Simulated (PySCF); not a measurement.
# C₆H₁₀S (SMILES C#C[C@H](CC)C[SH+]) (charge +1, doublet): what the fields show

```xyz
17

C     1.7001   -0.3486   -1.8111
C     1.0048   -0.4723   -0.8373
C     0.1823   -0.5918    0.3426
C    -1.0905    0.2865    0.2544
C    -1.9008    0.0126   -0.9857
C     0.9562   -0.1767    1.6047
S     1.4740    1.5531    1.5575
H     2.2878   -0.2709   -2.6800
H    -0.1246   -1.6411    0.4383
H    -0.7363    1.3313    0.2758
H    -1.7052    0.1339    1.1441
H    -2.2534   -1.0204   -1.0157
H    -2.7920    0.6392   -0.9912
H    -1.3136    0.1863   -1.8858
H     1.8542   -0.7910    1.7120
H     0.3375   -0.2896    2.4953
H     2.1126    1.4718    0.3720
```

Geometry: GFN2-xTB.

Level of theory: UKS B3LYP, pcH-1 on C H S, non-relativistic, mean-field spin-orbit, GIAO in PySCF 2.14.0, density-fitted response routines.

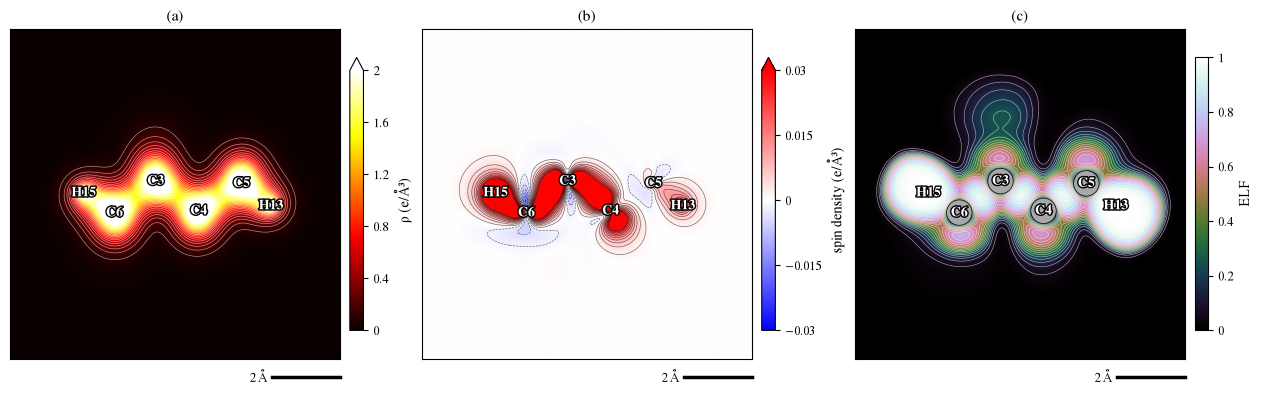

Figure 1. (a) total electron density; (b) spin density (α minus β); (c) ELF on the plane of atoms C4, C5 and H13. Grey discs cover the atomic cores in the ELF map.

**Interpret the plot.**

The plane passes through C and H nuclei. The unpaired spin (1 electron) lies mostly on S7 (about 0.6) and C1 (about 0.1), in electrons by Hirshfeld's partition.

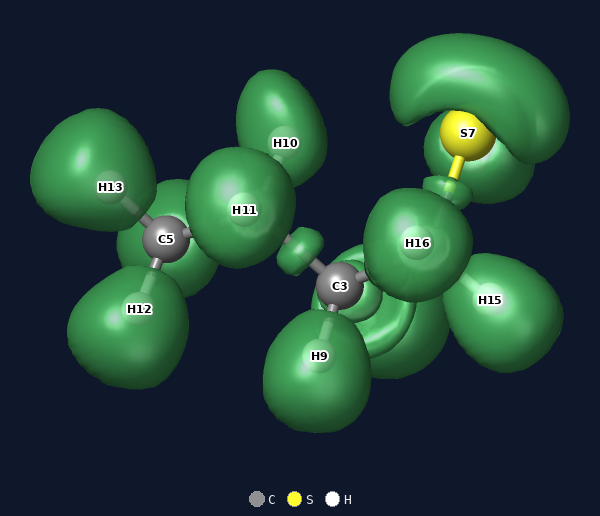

Figure 2. Isosurface of the ELF at 0.85 (green), seen from one side. Only the valence region is drawn (cores and ρ < 0.01 e/Å³ removed).

**Identify the bonds, lone pairs and shells in this picture.**

The surface consists of five regions between bonded C–C atoms (shared pairs), one region between bonded C–S atoms (shared pairs), ten regions around hydrogen nuclei and one lobe on S, pointing away from the bonds (non-bonding electrons, which may merge into one lobe). Along the contacts the grid gives the following. C–C (1.20 Å): the ELF peaks at about 0.85 between the atoms (a multiple bond). C–S (1.81 Å): the ELF peaks at about 0.90 between the atoms (a covalent bond).

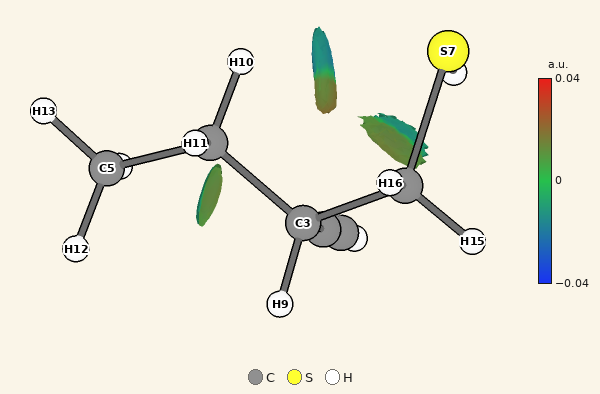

Figure 3. Non-covalent interaction (NCI) plot: the surface where the reduced density gradient is 0.5, for densities under 0.05 a.u., coloured by sign(λ₂)ρ; seen from one side.

**Identify the weak interactions.**

- Between H14 and C5 on one side and C2 on the other: a weak contact, attractive (blue-green) on one side and crowded (olive to red) on the other
- Between H10 and C4 on one side and S7 and C6 on the other: a weak contact, attractive (blue-green) on one side and crowded (olive to red) on the other
- Between H17 and S7 on one side and C2 and C3 on the other: a weak contact, attractive (blue-green) on one side and crowded (olive to red) on the other
